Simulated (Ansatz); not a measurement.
**CFGeSi (SMILES [F][Ge]=[C]=[Si]) (doublet): density, localisation and related maps**

```
atom    x (Å)    y (Å)    z (Å)
   C  -0.4364   0.0913  -0.5450
   F   1.1755  -1.0483   1.6952
  Ge  -0.4194  -0.5415   1.1736
  Si  -1.0885   0.7455  -1.9786
```

Geometry: PBE0-D3(BJ)/def2-SVP.

All numbers below come from isolated molecule in a Gaussian basis; Kohn-Sham density functional theory, functional PBE0 (Ansatz 0.2.0).

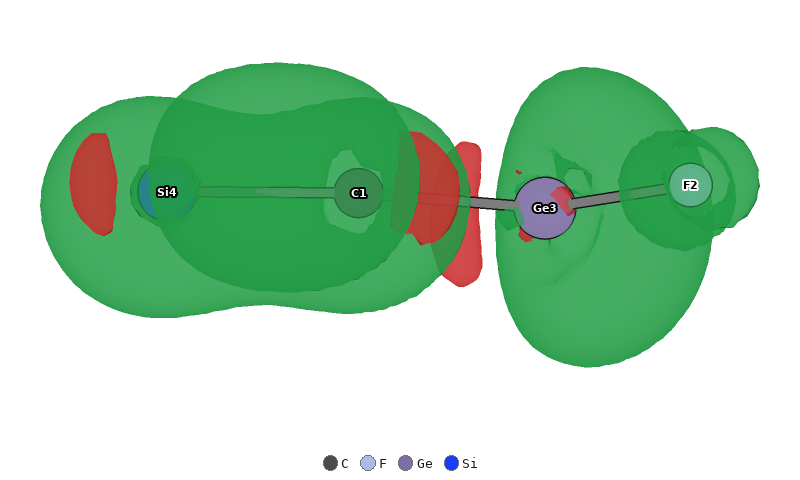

Figure 1. Isosurfaces of the spin density (α minus β) at +0.015 (green) and −0.015 e/Å³ (red), seen from one side.

**Where is the unpaired spin?**

The unpaired spin (1 electron) lies mostly on C1 (about 0.4), Ge3 (about 0.3) and Si4 (about 0.3), in electrons by Hirshfeld's partition.

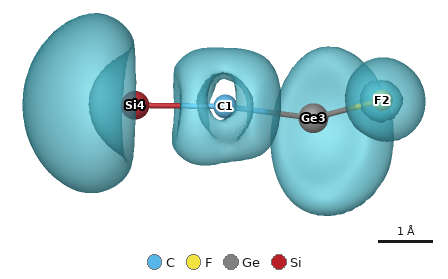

Figure 2. Isosurface of the electron localisation function at 0.75 (cyan), seen from one side. Only the valence region is drawn (cores and ρ < 0.01 e/Å³ removed).

**What do the ELF domains correspond to?**

The surface consists of one region on C in which the atom's valence shell and bonds are merged, one lobe on Ge, pointing away from the bonds (non-bonding electrons), one lobe on Si, pointing away from the bonds (non-bonding electrons) and one region wrapped around F (its valence shell). Along the contacts the grid gives the following. C–Si (1.71 Å): the ELF peaks at about 0.90 between the atoms: a covalent bond. Ge–F (1.75 Å): the ELF peaks at about 0.85 in the valence shell of F, 0.5 Å from its nucleus, and is about 0.20 at the midpoint.

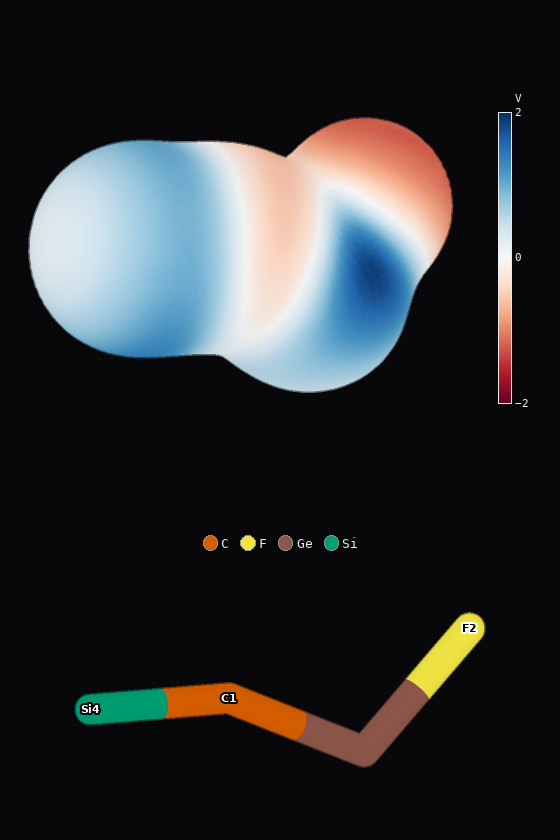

Figure 3. The molecular electrostatic potential painted on the density surface at 0.002 e/bohr³, seen at a tilt; red is negative and blue positive. The bare structure is drawn below in the same view.

**Which sites attract a positive test charge, and which a negative one?**

A positive charge is drawn to the negative regions and a negative charge to the positive ones. The most negative region (about −1.2 V) lies over F2, the most positive (about +1.8 V) over Ge3.

**How polar is the molecule by this calculation?**

Its dipole moment is 2.36 D.
